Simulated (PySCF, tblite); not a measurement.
# C9H7 radical: geometry, infrared bands and EPR parameters

Aim: predict the infrared bands and EPR parameters of C9H7 radical (`C#Cc1ccc([CH2])cc1`).

The runs use tblite 0.8.0 and PySCF 2.14.0, with density-fitted response routines of our own; the level of theory stands in each step. All values are computed, except where a source is named. Atoms count from 0, in the outputs and in this text.

**1. Starting geometry**

16 atoms, charge 0, multiplicity 2; geometry from: force field or distance geometry start.

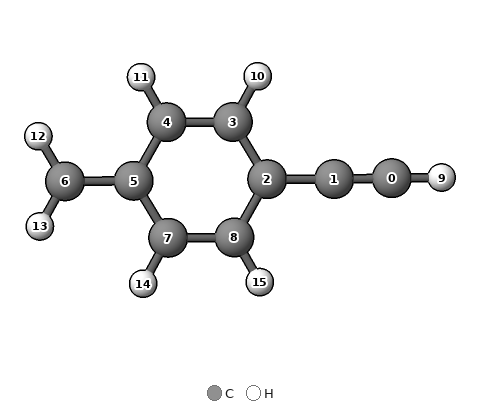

The starting geometry (carbon grey, hydrogen white), atoms numbered; sticks join atoms by distance.

**2. Relaxing the molecule with GFN2-xTB**

The job: settings as JSON, then the geometry in Å.

```
{"job": {"kind": "relax", "xc": "GFN2-xTB", "basis": "xTB"}, "charge": 0, "multiplicity": 2}
C      3.831500    -0.284900    -0.648100
C      2.637000    -0.190500    -0.457600
C      1.244100    -0.094900    -0.207000
C      0.763500     0.517700     0.949300
C     -0.612400     0.609700     1.197000
C     -1.529000     0.111500     0.252800
C     -2.953700     0.220700     0.493200
C     -1.041200    -0.484900    -0.909000
C      0.332900    -0.594400    -1.144800
H      4.866100    -0.360500    -0.819600
H      1.458500     0.901400     1.692100
H     -0.962300     1.080100     2.107200
H     -3.326300     0.685300     1.412600
H     -3.655200    -0.170500    -0.230600
H     -1.741500    -0.876300    -1.651900
H      0.680300    -1.060600    -2.047200
```

On the command line:

```
OMP_NUM_THREADS=1 python probes_run.py task.json out
```

The driver reads the jobs from task.json and runs them one after another.

Log:

```text
step      E/eV     max force
  0    -617.46570    3.038
  1    -617.58462    2.685
  2    -617.58052    3.161
  3    -617.63471    0.422
  4    -617.64159    0.307
  5    -617.64574    0.263
  6    -617.64962    0.130
  7    -617.65111    0.122
  8    -617.65307    0.104
  9    -617.65415    0.099
 10    -617.65491    0.056
 11    -617.65518    0.026
 12    -617.65526    0.021
 13    -617.65531    0.019
 14    -617.65535    0.015
 15    -617.65538    0.010
 16    -617.65539    0.007
```

It took 0.33 s on 1 thread of AMD EPYC, shared host.

Relaxation path: (the energy doesn't fall at every step)

```csv
step,energy from step 0 (eV),largest force (eV/Å)
0,0.0000,3.0376
1,-0.1189,2.6849
2,-0.1148,3.1608
3,-0.1690,0.4216
4,-0.1759,0.3073
5,-0.1800,0.2630
6,-0.1839,0.1300
7,-0.1854,0.1221
8,-0.1874,0.1040
9,-0.1884,0.0993
10,-0.1892,0.0558
11,-0.1895,0.0257
12,-0.1896,0.0215
13,-0.1896,0.0191
14,-0.1897,0.0153
15,-0.1897,0.0105
16,-0.1897,0.0071
```

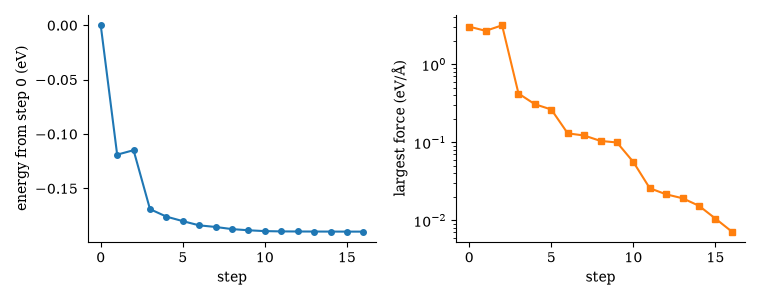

Energy and force, step by step.

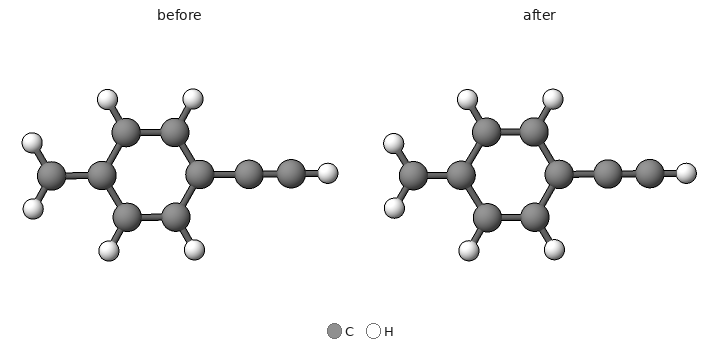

Before and after, at one scale.

Distances of close pairs at the start and the end, largest changes first:

```csv
bond,before (Å),after (Å),change (Å)
C5–C6,1.449,1.373,-0.076
C3–C4,1.401,1.365,-0.036
C7–C8,1.398,1.365,-0.034
C5–C7,1.394,1.428,+0.034
C4–C5,1.407,1.428,+0.021
C6–H12,1.095,1.075,-0.020
C7–H14,1.093,1.080,-0.013
C1–C2,1.418,1.405,-0.013
```

The next job starts from the end point, and lists it.

**3. Infrared spectrum with GFN2-xTB**

The job: settings as JSON, then the geometry in Å.

```
{"job": {"kind": "ir", "xc": "GFN2-xTB", "basis": "xTB"}, "charge": 0, "multiplicity": 2}
C      3.794457    -0.280151    -0.641491
C      2.610811    -0.192267    -0.441677
C      1.228641    -0.089701    -0.208488
C      0.747272     0.515638     0.966764
C     -0.594230     0.615598     1.197745
C     -1.548401     0.115453     0.260947
C     -2.898784     0.214499     0.488271
C     -1.034432    -0.492989    -0.923866
C      0.308457    -0.591997    -1.146680
H      4.826227    -0.357306    -0.815472
H      1.459262     0.899489     1.683592
H     -0.958597     1.079449     2.102937
H     -3.282726     0.672250     1.382155
H     -3.613263    -0.163400    -0.220821
H     -1.736863    -0.878684    -1.648385
H      0.684571    -1.056936    -2.046940
```

Log:

```text
mode    cm-1     km/mol
  1      85.4      0.11
  2     126.8      0.03
  3     203.2      0.01
  4     347.4      0.06
  5     347.5      0.25
  6     366.6      0.13
  7     400.8      0.04
  8     454.8      0.72
  9     473.2      9.91
 10     543.0      0.02
 11     601.7      1.46
 12     613.6      7.77
 13     669.4     15.86
 14     681.1      2.37
 15     719.1      0.19
 16     766.9     22.07
 17     807.5     33.29
 18     833.4      0.01
 19     860.3      0.08
 20     910.3      0.35
 21     916.8      0.10
 22     951.6      0.06
 23     991.0      0.11
 24    1135.4      0.25
 25    1175.4      0.06
 26    1237.0      0.00
 27    1265.7      0.08
 28    1325.9      0.03
 29    1339.7      0.20
 30    1432.7      0.39
 31    1433.6      0.05
 32    1484.7      0.03
 33    1498.9      0.12
 34    1564.6      1.01
 35    2222.7      0.86
 36    3072.1      0.87
 37    3073.6     26.85
 38    3084.4     99.81
 39    3086.2      2.27
 40    3115.9     12.23
 41    3150.5     32.87
 42    3392.1      5.84
```

It took 1.6 s on 1 thread of AMD EPYC, shared host.

The strongest bands and the atoms that carry them (share of the mass-weighted mode):

```csv
cm⁻¹,km/mol,atoms
473,9.9,"C2 29 %, C5 21 %, C1 12 %"
669,15.9,H9 78 %
767,22.1,"H13 37 %, H12 36 %, C6 24 %"
808,33.3,"H14 19 %, H11 19 %, H15 11 %, H10 10 %"
3074,26.9,"H15 31 %, H14 31 %, H11 17 %, H10 15 %"
3084,99.8,"H10 32 %, H11 27 %, H15 17 %, H14 16 %"
3116,12.2,"H13 49 %, H12 47 %"
3150,32.9,"H12 46 %, H13 44 %, C6 10 %"
```

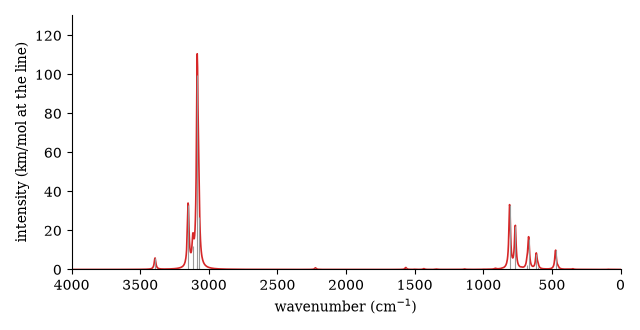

The infrared spectrum from these modes, unscaled. Lines are broadened to a width of 14 cm⁻¹ (Lorentzian).

**4. g tensor and hyperfine couplings: B3LYP/pcH-1**

Settings changed since step 3:

```diff
@@ -1,2 +1,2 @@
-{"job": {"kind": "ir", "xc": "GFN2-xTB", "basis": "xTB"}, "charge": 0, "multiplicity": 2}
+{"job": {"kind": "epr", "basis": "pcH-1"}, "charge": 0, "multiplicity": 2}
 C      3.794457    -0.280151    -0.641491
```

Level: UKS B3LYP, pcH-1 on C H, non-relativistic, mean-field spin-orbit, GIAO.

Log:

```text
UKS, coarse grid
  cycle   1  E = -347.03144849  |g| = 3.19e-01
  cycle   2  E = -347.04313734  |g| = 2.91e-01
  cycle   3  E = -347.08743298  |g| = 4.18e-02
  cycle   4  E = -347.08767287  |g| = 4.14e-02
  cycle   5  E = -347.08870102  |g| = 1.12e-02
  cycle   6  E = -347.08878660  |g| = 8.39e-03
  cycle   7  E = -347.08885294  |g| = 3.85e-03
  cycle   8  E = -347.08886706  |g| = 2.01e-03
  cycle   9  E = -347.08887130  |g| = 5.49e-04
UKS, final grid
  cycle   1  E = -347.08887062  |g| = 7.11e-04
  cycle   2  E = -347.08887034  |g| = 1.13e-03
  cycle   3  E = -347.08887104  |g| = 1.35e-04
  cycle   4  E = -347.08887109  |g| = 1.37e-04
  cycle   5  E = -347.08887112  |g| = 6.46e-05
  cycle   6  E = -347.08887112  |g| = 2.32e-05
E = -347.08887112 Eh   <S^2> = 0.7876 (exact 0.7500)
g shifts (ppm)      1          2          3
  rmc          -142       -142       -142
  gc             -1         26         35
  oz_so           2        592        660
  total        -142        475        553
hyperfine (MHz)  atom isotope    a_iso     a_fc   dipolar eigenvalues
    0   13C      14.37      14.37    -14.52    -10.66     25.18
    1   13C     -24.96     -24.96     -8.73      0.25      8.48
    2   13C      28.79      28.79    -23.92    -22.61     46.54
    3   13C     -23.11     -23.11    -17.19      7.72      9.47
    4   13C      23.67      23.67    -18.50    -18.30     36.79
    5   13C     -40.15     -40.15    -21.68      8.77     12.91
    6   13C      54.93      54.93    -53.33    -52.19    105.51
    7   13C      23.67      23.67    -18.50    -18.30     36.79
    8   13C     -23.10     -23.10    -17.19      7.72      9.47
    9    1H     -13.65     -13.65     -6.47     -0.53      7.00
   10    1H       7.30       7.30     -2.24     -1.62      3.86
   11    1H     -15.65     -15.65     -6.18     -1.99      8.17
   12    1H     -41.96     -41.96    -24.62     -0.86     25.47
   13    1H     -41.96     -41.96    -24.61     -0.86     25.47
   14    1H     -15.65     -15.65     -6.17     -1.99      8.16
   15    1H       7.30       7.30     -2.24     -1.62      3.86
```

It took 3 min on 1 thread of AMD EPYC, shared host; peak memory 0.97 GiB.

Principal g values 2.00218, 2.00279, 2.00287; g(iso) = 2.00261, against 2.00232 for a free electron.

Hyperfine couplings; where a row names several nuclei, a(iso) is their mean (it holds for fast rotation or exchange) and the dipolar term the largest among them:

```csv
nuclei,isotope,a(iso) (MHz),"a(iso) (G, at g = 2.0023)",largest dipolar term (MHz)
C6,13C,54.9,19.6,105.5
"H12, H13",1H,-42.0,-15.0,25.5
C5,13C,-40.2,-14.3,-21.7
C2,13C,28.8,10.3,46.5
C1,13C,-25.0,-8.9,-8.7
"C4, C7",13C,23.7,8.4,36.8
"C3, C8",13C,-23.1,-8.2,-17.2
"H11, H14",1H,-15.7,-5.6,8.2
C0,13C,14.4,5.1,25.2
H9,1H,-13.6,-4.9,7.0
"H10, H15",1H,7.3,2.6,3.9
```

Mulliken spin populations:

C0 0.18; C1 -0.10; C2 0.29; C3 -0.14; C4 0.24; C5 -0.20; C6 0.70; C7 0.24; C8 -0.14; H9 -0.01; H10 0.01; H11 -0.01; H12 -0.03; H13 -0.03; H14 -0.01; H15 0.01

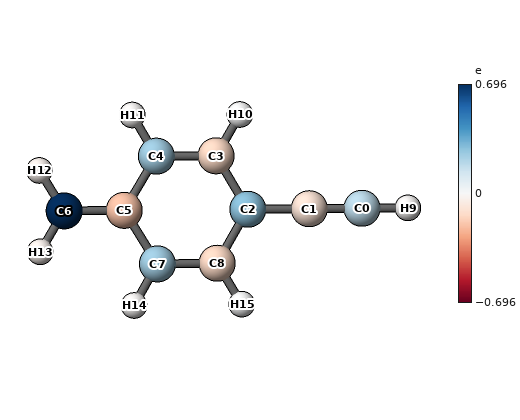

Mulliken spin populations, as colours on the atoms.

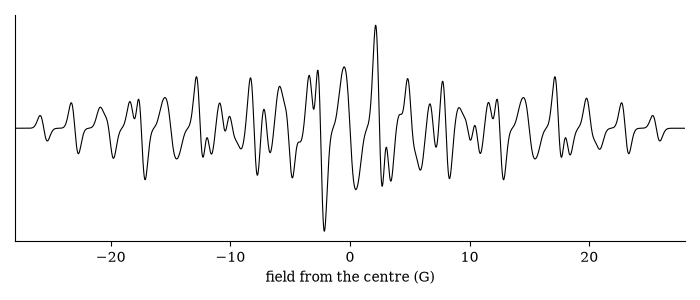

First-order isotropic spectrum (first derivative, main isotopes with spin only, couplings over 0.8 MHz, Gaussian width 0.3 G; couplings of the frozen geometry, rotation of groups not averaged beyond the rows shown).

The fields below are evaluated on a grid from the run's orbitals.

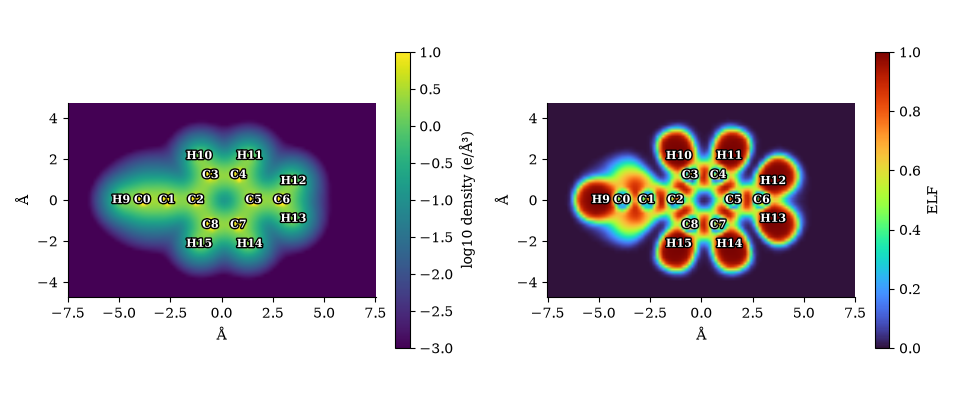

Density (left) and ELF (right) in a plane through or near 16 of the atoms.

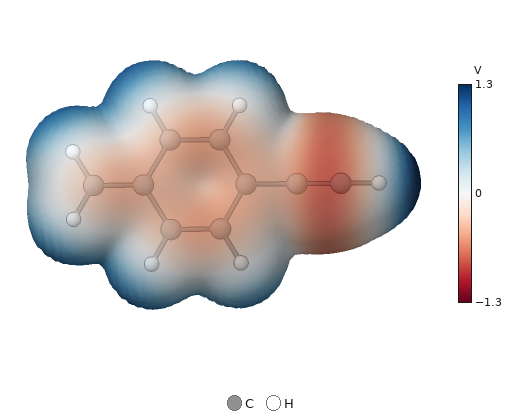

Electrostatic potential on the surface of density 0.002 e/bohr³; red is low, blue high. It runs, from the 1st to the 99th percentile, from -0.78 V near C0 to 1.30 V near H9.

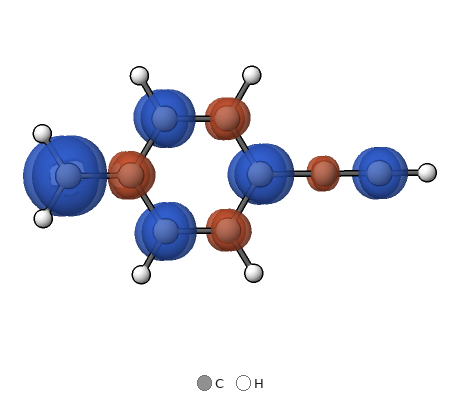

Spin density at ±0.03 e/Å³ (alpha excess blue, beta excess red).

**5. Summary of results**

```
                                 quantity                  value
strongest single infrared mode (GFN2-xTB)  3084 cm⁻¹, 100 km/mol
             zero-point energy (GFN2-xTB)          75.4 kcal/mol
                           g(iso) (B3LYP)                2.00261
                                     ⟨S²⟩     0.788 (exact 0.75)
       largest a(iso) (averaged by class)    13C on C6, 54.9 MHz
    surface potential, 1st and 99th percentile     -0.78 V and 1.30 V
```

**Reading.** Over 16 steps the energy fell by 0.190 eV; of the close pairs, C5–C6 changed most, 1.449 to 1.373 Å. All 42 modes are real, so the xTB geometry is a minimum. Unscaled tight-binding wavenumbers are off by several per cent, some by more. Its intensities can rank the bands wrongly. The largest share of the spin, 0.70 e, sits on C6. The isotropic g lies 0.3 ppt above the free-electron value.
